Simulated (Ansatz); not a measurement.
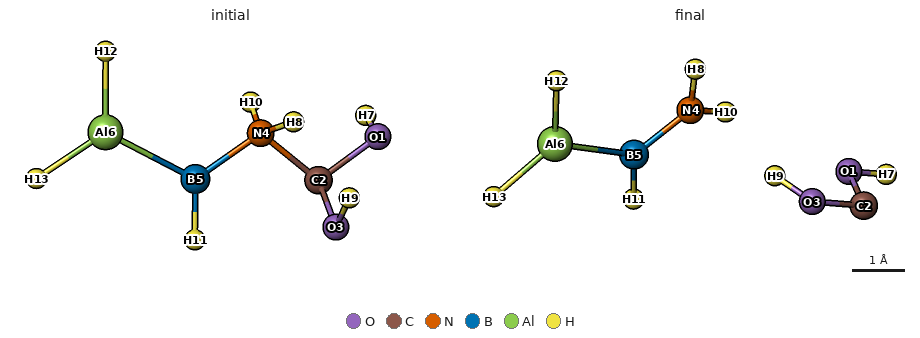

The structure of CH₇AlBNO₂ before (left) and after (right) a relaxation, at one scale.

Style: ball-and-stick. Shown at a tilt.

The run prepares an end point of a later path (hydrogen shift) calculation, from a guessed geometry.

Theory: Ansatz, RHF/def2-SVP.

Input file:
```yaml
crystal:
  periodic: [false, false, false]
  atoms:
    - { symbol: O, position_ang: [0.7402, -2.5958, -0.3248] }
    - { symbol: C, position_ang: [-0.2175, -1.5209, -0.0442] }
    - { symbol: O, position_ang: [-0.7849, -1.7304, 1.2222] }
    - { symbol: "N", position_ang: [0.5535, -0.2106, -0.0993] }
    - { symbol: B, position_ang: [-0.5023, 0.9373, 0.0357] }
    - { symbol: Al, position_ang: [0.1992, 2.902, 0.0679] }
    - { symbol: H, position_ang: [0.8788, -2.5191, -1.312] }
    - { symbol: H, position_ang: [1.07452, -0.61699, 0.70381] }
    - { symbol: H, position_ang: [0.0138, -1.7112, 1.915] }
    - { symbol: H, position_ang: [0.9122, -0.1197, -1.0202] }
    - { symbol: H, position_ang: [-1.6743, 0.7576, 0.2148] }
    - { symbol: H, position_ang: [1.7817, 3.1752, -0.0806] }
    - { symbol: H, position_ang: [-0.8684, 4.1296, 0.2306] }
basis:
  gaussian: { orbitals: def2-SVP }
hamiltonian:
  xc: hf
relax:
  f_tol: 0.02
  max_steps: 50
```

Launched with:
```bash
ansatz run input.yaml --threads 2 --pin off --max-ram 3072MiB --backend cpu --events-out ev --progress --plain --runs-dir out
```

Question: What changed between the two?

Answer: The relaxation stopped without meeting its thresholds, so the last structure isn't shown to be converged. The atom that moves furthest after the best rigid fit is C2 (1.86 Å). Largest moves by element: C 1.86 Å, H 1.66 Å, N 0.80 Å, O 0.76 Å, B 0.74 Å, Al 0.56 Å. Among the contacts that change: C2–N4 1.521 → 3.904 Å, C2–B5 2.476 → 4.622 Å, N4–B5 1.565 → 1.402 Å, O1–C2 1.467 → 1.315 Å. Bonds break, among them: C2–N4 (1.52 → 3.90 Å). Among the angles between lasting bonds that change: B5–N4–H10 104.9° → 122.8°, H8–N4–H10 124.8° → 113.0°, N4–B5–H11 124.2° → 115.3°. Groups turn about N4–B5 by about 100°, C2–O3 by about 60°. Over 42 accepted moves (48 points after the start) the energy falls by 5.165 eV. Largest force component: 5.5 eV/Å at the start, 0.025 eV/Å at the end. The line search rejected the trial steps at points 19, 22, 27, 30, 34, 41 of the run.

Limits of the set-up: Hartree-Fock leaves out electron correlation.
